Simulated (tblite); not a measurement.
**Molecular dynamics of C₅H₈SSi (part 1 of 2)**

C₅H₈SSi, SMILES [SiH3]Cc1ccsc1, computed with GFN2-xTB Langevin dynamics, gas phase (tblite 0.8.0).

It belongs to a series of runs on one base structure; here: H on C replaced by CH2SiH3.

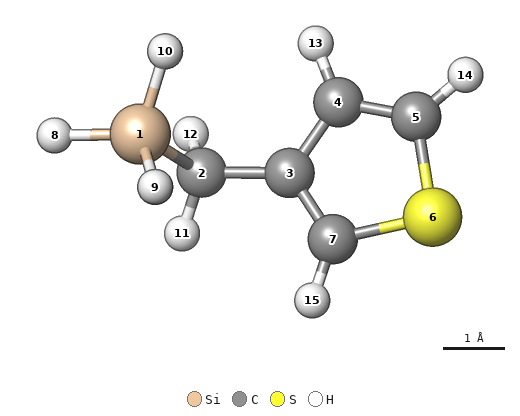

*The input geometry (ball-and-stick view, seen on its broad side; atoms are numbered from 1 in the order of the input).*

Bond lengths as drawn: C–C 1.35 to 1.49 Å, C–H 1.07 to 1.09 Å, C–S 1.72 Å, C–Si 1.91 Å and H–Si 1.46 Å.

The input:
```
{"job": {"kind": "md", "xc": "GFN2-xTB", "basis": "xTB", "temperature": 400, "steps": 2000, "every": 50}, "charge": 0, "multiplicity": 1}
Si    -2.070814     0.645638     0.610922
C     -1.017648    -0.052958    -0.823384
C      0.368728    -0.343679    -0.370300
C      1.361105     0.659004    -0.194085
C      2.538862     0.167581     0.258571
S      2.479491    -1.535244     0.492466
C      0.839909    -1.573757    -0.034014
H     -3.420567     0.903713     0.107436
H     -2.107061    -0.340832     1.689994
H     -1.470303     1.891080     1.089540
H     -1.477709    -0.963940    -1.207095
H     -0.987635     0.668841    -1.640955
H      1.188642     1.699324    -0.406110
H      3.447021     0.696124     0.469818
H      0.323565    -2.512907    -0.064716
```

The first line tells a small driver script what to run in tblite; the rest is the geometry in Å.

Run on 1 CPU thread, shared host.

Launch command:
```bash
OMP_NUM_THREADS=1 python <driver script> task.json out
```

Output:
```
t/fs     T/K      E/eV
    0.0   319.0   -537.08177
   25.0   150.0   -536.66914
   50.0   205.7   -536.69024
   75.0   235.9   -536.57494
  100.0   265.2   -536.59084
  125.0   352.5   -536.63807
  150.0   303.7   -536.59461
  175.0   365.9   -536.54141
  200.0   298.6   -536.52841
  225.0   482.4   -536.74697
  250.0   312.4   -536.48324
  275.0   222.0   -536.54372
  300.0   332.2   -536.65593
  325.0   341.9   -536.60965
  350.0   403.5   -536.71557
  375.0   256.7   -536.51465
  400.0   283.1   -536.34102
  425.0   396.8   -536.53792
  450.0   391.8   -536.66548
  475.0   285.0   -536.44423
  500.0   322.5   -536.47165
  525.0   449.3   -536.42682
  550.0   410.1   -536.35523
  575.0   408.8   -536.40857
  600.0   400.6   -536.10561
  625.0   472.6   -536.32137
  650.0   467.8   -536.47961
  675.0   492.2   -536.54605
  700.0   477.3   -536.28804
  725.0   512.7   -536.42373
  750.0   592.4   -536.52782
  775.0   430.0   -536.26817
  800.0   503.9   -536.53912
  825.0   348.0   -536.26769
  850.0   308.0   -536.17532
  875.0   266.3   -536.37210
  900.0   342.2   -536.50509
  925.0   310.6   -536.58826
  950.0   359.7   -536.35957
  975.0   259.8   -536.12382
 1000.0   329.7   -536.23121
```

Trajectory as extended XYZ (Å, eV, eV/Å), 31 of the 41 frames kept, from step=0 to step=40:
```
15
Properties=species:S:1:pos:R:3:forces:R:3 step=0 time_fs=0.0 energy=-537.08177 temperature=319.0
Si   -2.0708    0.6456    0.6109   -0.0002  -0.0071  -0.0055
C    -1.0176   -0.0530   -0.8234   -0.0017  -0.0020   0.0011
C     0.3687   -0.3437   -0.3703   -0.0002  -0.0014   0.0003
C     1.3611    0.6590   -0.1941    0.0011   0.0000   0.0010
C     2.5389    0.1676    0.2586    0.0028  -0.0015  -0.0047
S     2.4795   -1.5352    0.4925    0.0021  -0.0015  -0.0003
C     0.8399   -1.5738   -0.0340    0.0008   0.0018   0.0026
H    -3.4206    0.9037    0.1074   -0.0059   0.0009  -0.0055
H    -2.1071   -0.3408    1.6900    0.0012  -0.0003   0.0058
H    -1.4703    1.8911    1.0895    0.0055   0.0010   0.0032
H    -1.4777   -0.9639   -1.2071   -0.0014  -0.0014  -0.0014
H    -0.9876    0.6688   -1.6410   -0.0041  -0.0018   0.0013
H     1.1886    1.6993   -0.4061    0.0024   0.0065  -0.0015
H     3.4470    0.6961    0.4698    0.0018  -0.0013   0.0050
H     0.3236   -2.5129   -0.0647   -0.0043   0.0080  -0.0014
15
Properties=species:S:1:pos:R:3:forces:R:3 step=1 time_fs=25.0 energy=-536.66914 temperature=150.0
Si   -2.0945    0.6364    0.5740    0.3113  -0.6931   0.8015
C    -1.0258   -0.0514   -0.8671   -0.6668  -0.6379  -0.5237
C     0.3417   -0.3012   -0.4034    0.9691  -1.7428   1.2131
C     1.3168    0.6523   -0.1633    1.0212   2.6469  -0.1199
C     2.5277    0.1756    0.2522   -0.5395   0.1539  -0.2049
S     2.4970   -1.5245    0.4961   -0.0017   0.5638  -0.0755
C     0.8594   -1.5248    0.0291   -0.8895   0.4797  -1.0668
H    -3.4856    0.8034    0.1836   -0.1126  -0.0679  -0.1170
H    -1.9785   -0.3710    1.7606   -0.1214   0.7395  -1.0094
H    -1.5784    1.9026    1.0612    0.1226   0.2116   0.0058
H    -1.4536   -1.0617   -1.0518    0.0272   0.5745  -0.3419
H    -0.9954    0.5187   -1.8347   -0.2621  -0.3651   0.9906
H     1.1679    1.7690   -0.2982    0.1484  -1.5295  -0.0018
H     3.4107    0.7560    0.3439    0.3946   0.0671   0.3151
H     0.4177   -2.4776   -0.1281   -0.4010  -0.4007   0.1347
15
Properties=species:S:1:pos:R:3:forces:R:3 step=3 time_fs=75.0 energy=-536.57494 temperature=235.9
Si   -2.2448    0.6254    0.5480   -0.1034   0.6999  -0.6788
C    -1.1222   -0.0747   -0.8780    0.8283  -0.8800   2.9662
C     0.2790   -0.3320   -0.3188   -0.1223   0.2376  -0.3641
C     1.2241    0.7403   -0.2223    0.5940  -0.2324   0.9923
C     2.4459    0.2589    0.2119   -1.2316  -0.4365  -0.2073
S     2.4366   -1.4667    0.5064    0.6560   0.8581  -0.0295
C     0.8223   -1.5420    0.0632   -1.8689   0.5535  -1.0630
H    -3.5160    1.0785   -0.1240    0.5157  -0.2546   0.3693
H    -2.4556   -0.4227    1.5461   -0.0425  -0.0846  -0.1183
H    -1.6600    1.7671    1.2913   -0.0330  -0.2096  -0.2965
H    -1.5835   -1.0121   -1.0664   -0.3463  -1.1941  -0.2342
H    -1.0293    0.3658   -1.8085    0.0103   1.5000  -1.4499
H     0.9187    1.8137   -0.2943    0.6178  -1.2798  -0.2139
H     3.3913    0.6822    0.4020    0.3966   0.7701   0.0379
H     0.3047   -2.4763   -0.0696    0.1293  -0.0476   0.2898
15
Properties=species:S:1:pos:R:3:forces:R:3 step=4 time_fs=100.0 energy=-536.59084 temperature=265.2
Si   -2.2973    0.6890    0.5316    0.2706  -1.9219   1.6115
C    -1.1542   -0.0448   -0.7785   -0.2026  -1.7859   0.1427
C     0.2381   -0.3584   -0.3995   -0.1697   0.6518   0.6822
C     1.1938    0.6499   -0.2055    0.9971   1.7881  -0.3223
C     2.4156    0.2877    0.2917   -1.5012  -0.5138  -0.5126
S     2.4046   -1.4166    0.5126   -0.1903  -0.3170   0.2159
C     0.7408   -1.5301    0.0003    0.9047  -1.2028   0.4017
H    -3.4396    1.3445    0.0033   -0.7947   0.2394  -0.4599
H    -2.6695   -0.5021    1.5223    0.2730   1.2169  -0.9071
H    -1.4765    1.6855    1.1611    0.2595   0.3994   0.4474
H    -1.5538   -0.9125   -1.3059   -0.3458  -0.2717   0.3377
H    -1.1336    0.6747   -1.5134    0.2798   1.9044  -1.8257
H     0.9997    1.6664   -0.5424    0.0071  -0.1209   0.3133
H     3.2427    0.8946    0.5565    0.3173   0.1075  -0.0388
H     0.2859   -2.4947    0.0435   -0.1049  -0.1734  -0.0862
15
Properties=species:S:1:pos:R:3:forces:R:3 step=5 time_fs=125.0 energy=-536.63807 temperature=352.5
Si   -2.3143    0.7113    0.6262    0.4012   0.4029  -2.2787
C    -1.1605   -0.0171   -0.8204   -1.9211  -0.5436  -0.1160
C     0.1953   -0.2994   -0.3455   -0.4502   0.7490  -0.8994
C     1.1531    0.7352   -0.2446    1.4169  -1.4268   0.8578
C     2.3253    0.2604    0.2779   -0.0424   0.3960   0.0411
S     2.3627   -1.4566    0.5528   -1.7289   0.8008  -0.5499
C     0.6581   -1.5080   -0.0399    1.4712  -1.5318   1.0620
H    -3.5653    1.0911   -0.0730    0.3101   0.1722   0.1176
H    -2.7014   -0.2575    1.5376   -0.3851  -1.5193   1.2641
H    -1.6507    1.7472    1.3736    0.2287   0.4442   0.0209
H    -1.6350   -0.9633   -1.2513    0.4572   1.1052   0.6531
H    -1.1760    0.7168   -1.6356    0.1946  -0.1144   0.1943
H     1.0441    1.7066   -0.6198   -0.2989   0.9947  -0.0413
H     3.1498    0.8811    0.5979    0.0653  -0.3184  -0.2740
H     0.1318   -2.4568   -0.0148    0.2814   0.3894  -0.0516
15
Properties=species:S:1:pos:R:3:forces:R:3 step=7 time_fs=175.0 energy=-536.54141 temperature=365.9
Si   -2.2589    0.5580    0.6132   -0.2130  -0.6325   1.6597
C    -1.1959   -0.0687   -0.8253   -0.7712   3.1060  -0.3355
C     0.1491   -0.2505   -0.3234    1.2326  -1.2315  -0.1570
C     1.1431    0.7921   -0.1583   -2.8755   0.7180  -1.1625
C     2.2670    0.2965    0.2869    3.3655  -0.5392   1.2128
S     2.2960   -1.4173    0.5300   -1.2104   0.0717  -0.2986
C     0.6076   -1.5088   -0.0212    1.6390   1.9924   0.5184
H    -3.6421    0.5241    0.2250   -0.5120   0.0982  -0.2602
H    -2.2445   -0.2828    1.9303    0.2258   0.5661  -1.1409
H    -1.8019    1.8940    0.9464    0.0479   0.2114   0.0699
H    -1.6678   -0.8728   -1.2926   -0.2488  -1.4775  -0.6170
H    -1.2349    0.8001   -1.5705    0.2143  -0.9983   0.6340
H     0.9025    1.8455   -0.4270    0.4065  -1.0338   0.3943
H     3.2254    0.7668    0.5578   -0.7805  -0.0103  -0.3419
H     0.0997   -2.4116    0.0966   -0.5204  -0.8406  -0.1755
15
Properties=species:S:1:pos:R:3:forces:R:3 step=8 time_fs=200.0 energy=-536.52841 temperature=298.6
Si   -2.3220    0.5624    0.5671    0.5152  -0.3380  -1.2159
C    -1.1921   -0.1531   -0.9197   -1.3009   1.0822   1.3873
C     0.1698   -0.2954   -0.4825    2.1877  -1.6634   2.1560
C     1.1108    0.7166   -0.1446   -1.5586   0.3997  -1.4728
C     2.2872    0.3522    0.3308    1.4115  -1.2213   0.7856
S     2.3040   -1.3977    0.5644   -0.0975   0.8083   0.1539
C     0.6734   -1.4831    0.0357   -0.5391  -0.3436  -1.3703
H    -3.7249    0.2958    0.2046    0.1914   0.1068   0.0881
H    -1.8879   -0.2009    1.7138   -0.0178  -0.1087   0.3469
H    -2.0188    1.9810    0.6975   -0.0666   0.0962   0.0574
H    -1.5503   -1.1209   -1.0838   -0.7632  -1.5603  -0.4337
H    -1.3435    0.4008   -1.8125    0.1175   0.7028  -0.6800
H     0.7983    1.6413   -0.5140    0.1923   1.7308   0.0111
H     3.1654    0.9227    0.6135   -0.4461  -0.1988  -0.1518
H     0.2527   -2.4763   -0.1489    0.1741   0.5074   0.3381
15
Properties=species:S:1:pos:R:3:forces:R:3 step=9 time_fs=225.0 energy=-536.74697 temperature=482.4
Si   -2.3211    0.5565    0.3852   -0.1248   0.3497   1.1116
C    -1.2541   -0.2535   -0.9461    0.9286  -1.8255   0.9359
C     0.1669   -0.3968   -0.4201    0.9050   0.1519  -0.3282
C     1.0893    0.7217   -0.2483   -2.5613   0.1399  -0.2494
C     2.2410    0.3861    0.2998    0.7773  -1.5279   0.6000
S     2.3279   -1.3176    0.6136    0.8123  -0.0907  -0.0871
C     0.8165   -1.5770   -0.1058   -1.6674   1.0557  -0.1078
H    -3.7756    0.3404    0.3607    0.2080  -0.1616  -0.2243
H    -1.7908    0.1142    1.7067   -0.2073  -0.0088  -0.3540
H    -2.1308    2.0193    0.3922    0.0364  -0.1221  -0.1801
H    -1.5926   -1.2800   -1.2383    0.0553   0.7879   0.2790
H    -1.2412    0.3394   -1.8099    0.0087   0.7945  -1.2610
H     0.7936    1.7568   -0.3630   -0.0245  -0.2197  -0.3422
H     3.0821    0.9390    0.5810    0.6977   0.7413   0.1917
H     0.3596   -2.5479   -0.1213    0.1560  -0.0648   0.0157
15
Properties=species:S:1:pos:R:3:forces:R:3 step=11 time_fs=275.0 energy=-536.54372 temperature=222.0
Si   -2.4265    0.4969    0.0727   -0.6888   0.6493   0.6727
C    -1.2549   -0.4864   -1.0160    2.1923  -0.6892  -0.8500
C     0.2010   -0.5144   -0.4837   -1.1736  -0.6621   0.2994
C     0.9477    0.6385   -0.2331    0.6512  -0.5859   0.5858
C     2.1251    0.4654    0.4167   -0.4488  -0.7171  -0.4557
S     2.3956   -1.2324    0.6084    0.9340   0.1726   0.7977
C     0.8663   -1.6032    0.0138   -1.7931  -1.5242  -0.7478
H    -3.8108    0.0455   -0.1482    0.1588  -0.0724  -0.0998
H    -2.0285    0.1759    1.4466   -0.0023  -0.0639   0.0408
H    -2.5411    1.9858    0.0719    0.3343  -0.4292  -0.3231
H    -1.5532   -1.5505   -0.9683   -0.1624   0.4731  -0.3571
H    -1.1630   -0.1700   -2.1023   -0.4447  -0.3184   1.1582
H     0.5199    1.5425   -0.4229   -0.7354   2.3762  -0.5431
H     2.7853    1.2103    0.7881    0.3514   0.0226  -0.0400
H     0.4525   -2.6540    0.0505    0.8272   1.3687  -0.1382
15
Properties=species:S:1:pos:R:3:forces:R:3 step=12 time_fs=300.0 energy=-536.65593 temperature=332.2
Si   -2.4392    0.4600    0.0279    0.6581  -0.7823  -0.0223
C    -1.1697   -0.5623   -1.0443    1.1216   1.9083   0.4749
C     0.2029   -0.4746   -0.4140   -1.1882  -1.1494   0.1453
C     0.9604    0.6904   -0.1985    0.1653  -0.6572  -0.2506
C     2.1676    0.3672    0.2990    1.1479   0.8999   0.0934
S     2.4624   -1.2836    0.6170   -1.5700  -0.2494  -0.5138
C     0.8138   -1.6108    0.0052    1.2206   0.1317   0.4321
H    -3.7571   -0.1150   -0.2163   -0.1096   0.1197  -0.0072
H    -2.1519    0.4253    1.5009   -0.0661   0.0497  -0.6753
H    -2.1627    1.7369   -0.6060   -0.3077   0.4629   0.2255
H    -1.3528   -1.5949   -1.1999   -0.5369  -0.6322  -0.3459
H    -1.0058    0.0061   -1.9871   -0.6128  -0.6914   0.1992
H     0.6616    1.6668   -0.4818   -0.1394   0.4615  -0.0727
H     2.9820    1.0620    0.3956    0.0802   0.0030   0.3263
H     0.4394   -2.6179   -0.0080    0.1370   0.1253  -0.0091
15
Properties=species:S:1:pos:R:3:forces:R:3 step=13 time_fs=325.0 energy=-536.60965 temperature=341.9
Si   -2.4061    0.4987   -0.0163   -0.8655   0.5256   0.1404
C    -1.1335   -0.4818   -0.9644    0.4456  -0.6181   0.9561
C     0.2272   -0.5512   -0.3662    0.0556  -0.9336   0.2905
C     1.0373    0.5922   -0.1444   -0.2869   1.8134  -1.1071
C     2.3178    0.3377    0.2390   -0.5836  -0.6709   1.0499
S     2.4401   -1.3760    0.5801    0.0984   0.0863  -0.1346
C     0.8210   -1.7349    0.0171    1.1046   1.6771   0.0354
H    -3.6927   -0.1738   -0.2680    0.0982  -0.0005   0.2181
H    -1.9904    0.6063    1.3600   -0.0125  -0.0845   0.4341
H    -2.6071    1.8447   -0.5216    0.1150   0.3021  -0.1450
H    -1.5376   -1.4852   -0.9615    0.0651  -0.4102  -0.4852
H    -1.0248   -0.1052   -1.9424   -0.0768   0.2321  -1.2716
H     0.6511    1.6305   -0.4707    0.7132  -1.7231   0.7131
H     3.0875    0.9814    0.6686   -0.4438  -0.3044  -0.6154
H     0.5895   -2.7758   -0.0298   -0.4267   0.1087  -0.0788
15
Properties=species:S:1:pos:R:3:forces:R:3 step=15 time_fs=375.0 energy=-536.51465 temperature=256.7
Si   -2.3942    0.7078    0.0878   -0.2639  -1.0766   0.0368
C    -1.1912   -0.6302   -0.6421   -1.6608   0.2250  -0.4103
C     0.2243   -0.6447   -0.2814    0.9292  -0.5178   1.1210
C     1.1337    0.4458   -0.1374    0.6874   0.0756  -0.6216
C     2.4255    0.0982    0.2060   -1.5358   1.0680   0.0291
S     2.5437   -1.5523    0.5193   -0.9657  -1.1422   0.2575
C     0.8127   -1.7877    0.1881    0.8203  -0.8322  -0.2219
H    -3.6898   -0.0750   -0.1016    0.5251   0.6261   0.3854
H    -2.0705    1.0681    1.4951   -0.1832  -0.0092  -0.6037
H    -2.4149    1.7052   -0.9725    0.0066   0.4826   0.2330
H    -1.6917   -1.6101   -0.4408    0.7627   0.5352  -0.1498
H    -1.3632   -0.4258   -1.7205    0.5262  -0.3907   0.2993
H     0.9071    1.4583   -0.4217   -0.2204   0.0561   0.0741
H     3.1960    0.8049    0.4745    0.0169  -0.3425  -0.2878
H     0.3903   -2.8180    0.2625    0.5556   1.2426  -0.1411
15
Properties=species:S:1:pos:R:3:forces:R:3 step=16 time_fs=400.0 energy=-536.34102 temperature=283.1
Si   -2.3650    0.7111    0.0400    0.6948   1.0275   0.9599
C    -1.1539   -0.6800   -0.5417   -2.8881   0.0560  -0.2439
C     0.2062   -0.6423    0.0025    0.8990  -0.7665  -1.8519
C     1.1266    0.4346   -0.1309   -0.1095   0.7426   0.7159
C     2.3750    0.0760    0.2724    0.4279  -0.0455  -0.6113
S     2.5152   -1.6557    0.5864   -0.0746   1.2539  -0.0999
C     0.8416   -1.8426    0.2504    0.1841   1.5663   0.3161
H    -3.7816    0.3401    0.0883    0.1585  -0.1144  -0.2643
H    -1.9343    0.9949    1.4362   -0.1712  -0.2733  -0.1086
H    -2.2112    2.1186   -0.4628   -0.0702  -0.7211  -0.3411
H    -1.6304   -1.5691   -0.0904    0.0887  -0.0251  -0.2087
H    -1.3887   -0.8093   -1.6510    1.2540   0.1629   1.0504
H     0.8566    1.4975   -0.3759    0.2096  -1.4156   0.2545
H     3.2385    0.7413    0.1905   -0.2878  -0.6789   0.3422
H     0.3886   -2.7836    0.3509   -0.3151  -0.7687   0.0907
15
Properties=species:S:1:pos:R:3:forces:R:3 step=17 time_fs=425.0 energy=-536.53792 temperature=396.8
Si   -2.3309    0.7800    0.1136   -0.1368  -0.2701  -0.2589
C    -1.2700   -0.7354   -0.4486   -1.3354  -0.1973  -0.7252
C     0.1553   -0.7312   -0.0010    0.1085   1.1064  -1.0397
C     1.0767    0.3633   -0.0054    1.3279  -1.8836   0.3372
C     2.3814   -0.0256    0.2788   -1.8395   1.0929  -0.3219
S     2.4732   -1.6703    0.6455    0.8081  -0.3843   0.2949
C     0.8181   -1.8386    0.3721   -0.7257  -2.1095   0.0564
H    -3.7587    0.4705   -0.0947    0.1668  -0.0504  -0.0031
H    -2.1561    1.0447    1.5337    0.1545   0.1692   0.0583
H    -2.0372    1.8970   -0.8323    0.0558  -0.2596   0.4618
H    -1.6681   -1.7405   -0.1867   -0.0511   0.7049   0.2803
H    -1.5715   -0.7002   -1.5699    1.5584  -0.0685   1.1904
H     0.8190    1.3376   -0.2195   -0.4450   1.6376  -0.4360
H     3.2283    0.6168    0.3020    0.2886   0.0929   0.0844
H     0.4153   -2.8496    0.4417    0.0649   0.4193   0.0212
15
Properties=species:S:1:pos:R:3:forces:R:3 step=19 time_fs=475.0 energy=-536.44423 temperature=285.0
Si   -2.2457    0.9595    0.2026    1.1714   0.5332  -0.4689
C    -1.4094   -0.6652   -0.3637    0.0331  -0.0344   0.1637
C     0.0427   -0.8207   -0.0357    1.7749   1.2694   0.4366
C     1.0327    0.2863   -0.1664   -0.8773  -0.2059   0.3571
C     2.2690    0.0157    0.3840   -0.4575   0.1882  -1.2225
S     2.3922   -1.6519    0.7962   -0.8483  -0.1106   0.0713
C     0.6995   -1.9075    0.4208    0.3096  -0.6658   0.5058
H    -3.6826    0.9335    0.0918   -0.3382  -0.1261  -0.0361
H    -1.7243    1.0296    1.5538   -0.1477   0.1874   0.3896
H    -1.7186    2.1598   -0.5415   -0.2906  -0.5278   0.2227
H    -2.0766   -1.4436   -0.0026    0.4316  -0.4802   0.7599
H    -1.4503   -0.8816   -1.3977   -0.2230   0.4165  -1.5901
H     0.6352    1.2098   -0.6407    0.8658  -0.6251   0.6936
H     3.2495    0.5301    0.4158   -1.2697  -0.0191  -0.1675
H     0.3383   -2.8986    0.6504   -0.1343   0.2003  -0.1151
15
Properties=species:S:1:pos:R:3:forces:R:3 step=20 time_fs=500.0 energy=-536.47165 temperature=322.5
Si   -2.1580    1.0702    0.2085    0.8213   0.0462  -0.2866
C    -1.4178   -0.6433   -0.3858   -1.9222  -0.4388  -1.5644
C    -0.0079   -0.7972   -0.0454    1.5404  -0.1972   1.7278
C     0.9207    0.2899   -0.1296    0.2872  -1.8172  -0.1376
C     2.1982   -0.0815    0.1667   -0.1210   1.7293   0.0298
S     2.3162   -1.6315    0.8126   -0.4058  -0.8471   0.0399
C     0.6274   -1.8583    0.5429   -0.7468  -0.3624  -0.2613
H    -3.5332    1.2672   -0.1485   -0.7254  -0.3156  -0.0039
H    -1.9808    1.3250    1.6784    0.0671  -0.2406  -0.7104
H    -1.5754    2.1503   -0.6564    0.1057  -0.3127   0.4441
H    -2.1529   -1.4797   -0.1536    1.2176   0.6701   0.5952
H    -1.4234   -0.7819   -1.5162   -0.1925   0.8748   0.7895
H     0.5574    1.1982   -0.4619    0.0252   1.5643  -0.6117
H     3.0597    0.5769    0.1875   -0.2163  -0.2535  -0.0662
H     0.1382   -2.7830    0.7946    0.2657  -0.0996   0.0157
```
